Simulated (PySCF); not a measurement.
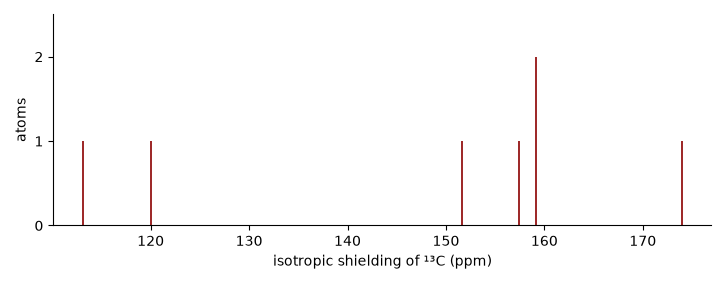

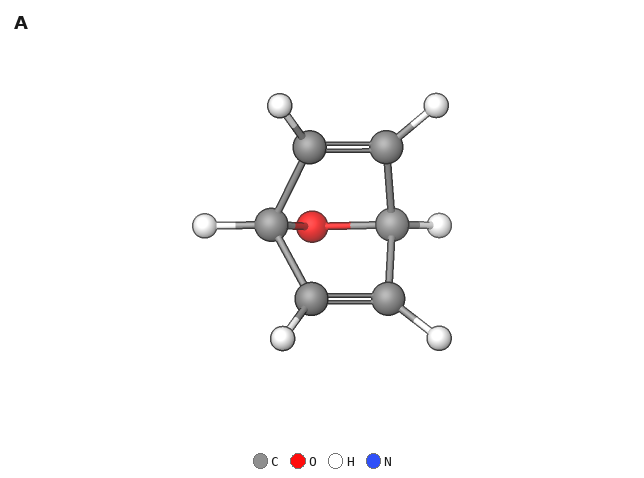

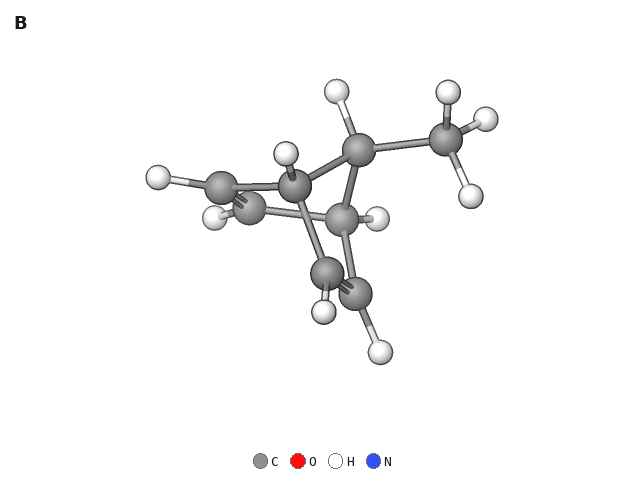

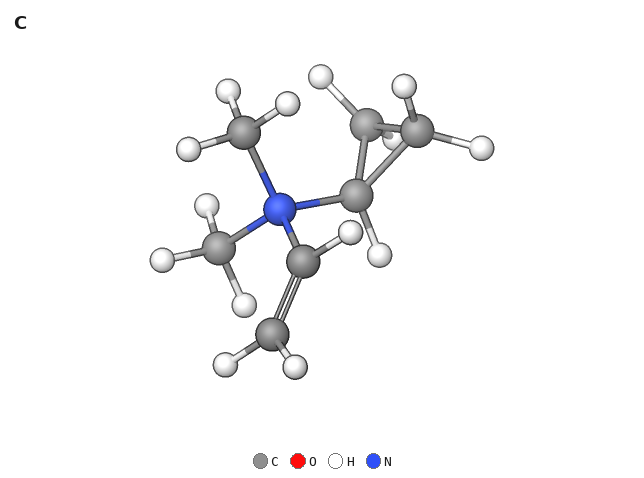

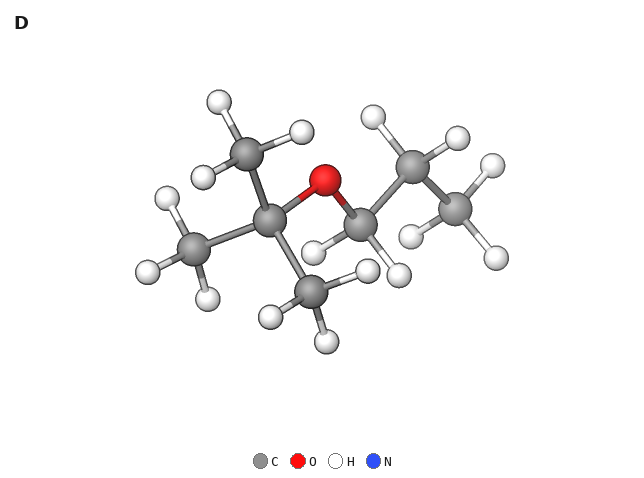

The sticks are computed shieldings of one of the molecules, for one fixed geometry (PBE0-D3(BJ)/def2-SVP) without averaging over rotations. Low shielding means a high chemical shift. Method: GIAO PBE0/pcSseg-1 NMR shielding, non-relativistic, IEF-PCM acetonitrile (PySCF 2.14.0).

Question: Match the spectrum to a structure.

Answer: D, `CCCOC(C)(C)C`. Its 7 C atoms give lines at 113.1, 120.1, 151.6, 157.4, 159.1 (2 atoms), 173.9 ppm.
